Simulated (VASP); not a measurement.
Band structure of RhSe (relaxed from the zinc blende structure, space group F-43m). Computed with r2SCAN meta-GGA, VASP's PBE PAW potentials (set 64) (plane waves; VASP).

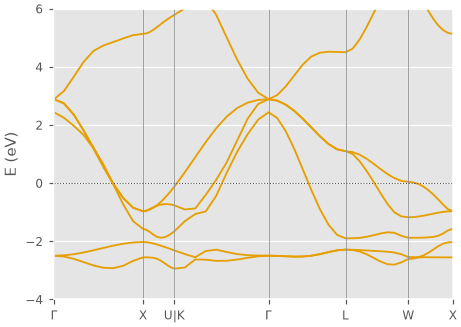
Fig. 1. Bands along high-symmetry lines, zero at the valence-band maximum or, without a gap, the Fermi level

**Question.** Read the plot: is there a gap, and where are the band edges?

**Answer.** It has no gap at this level: it comes out as a metal or semimetal.

The structure was generated: RhSe was put into the zinc blende type (F-43m), which need not be its known phase. It was relaxed first, which changed the volume by -25 %. The electron count is odd and the run is not spin-polarised, which forces a metal.
